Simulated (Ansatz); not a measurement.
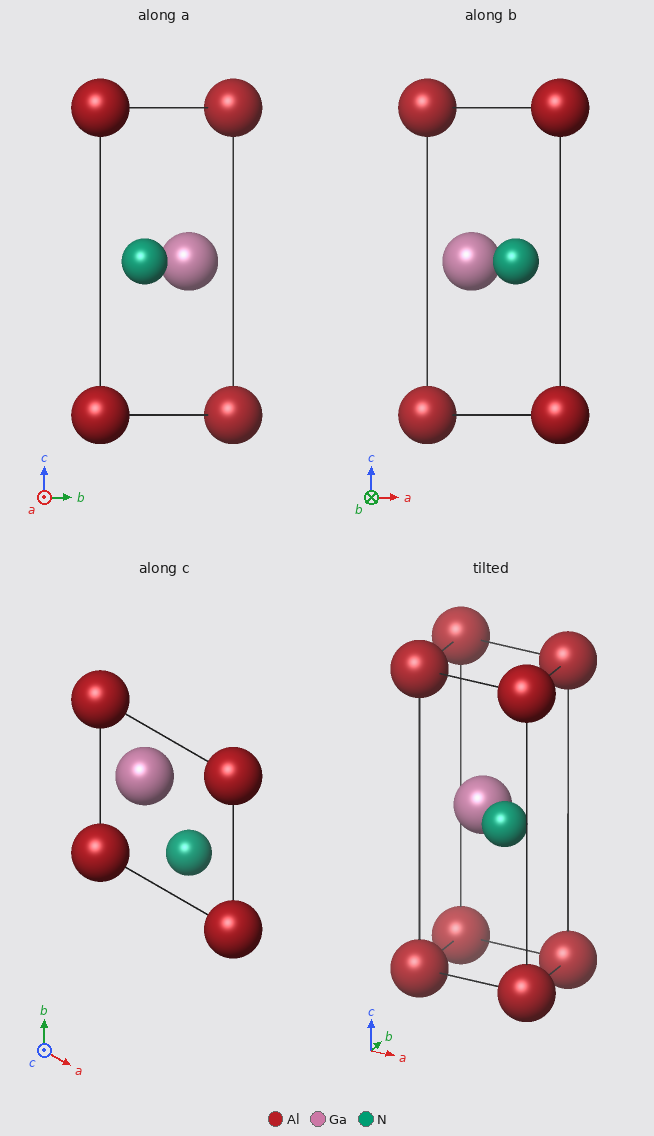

An orthographic spheres-only view of the structure, along the a axis, along the b axis, along the c axis and slightly off an axis. The parallelepiped is the conventional unit cell.

Lattice parameters: a = 3.1855 Å, b = 3.1855 Å, c = 6.3848 Å, α = 90.000°, β = 90.000°, γ = 120.000°.

**Convert the drawing into a CIF with its space group and independent sites.**

```cif
data_structure
_symmetry_space_group_name_H-M 'P -6 m 2'
_symmetry_Int_Tables_number 187
_cell_length_a 3.1855
_cell_length_b 3.1855
_cell_length_c 6.3848
_cell_angle_alpha 90.000
_cell_angle_beta 90.000
_cell_angle_gamma 120.000
_cell_volume 56.11
loop_
_atom_site_label
_atom_site_type_symbol
_atom_site_symmetry_multiplicity
_atom_site_Wyckoff_symbol
_atom_site_fract_x
_atom_site_fract_y
_atom_site_fract_z
_atom_site_occupancy
Al1 Al 1 a 0.0000 0.0000 0.0000 1
Ga1 Ga 1 d 0.3333 0.6667 0.5000 1
N1 N 1 f 0.6667 0.3333 0.5000 1
```

It goes back to a structure type filled with these elements by a generator (whether the compound takes this form wasn't checked). The picture shows the end point of a geometry optimisation with Ansatz, DFT PBE, scalar-relativistic, plane waves, PAW.
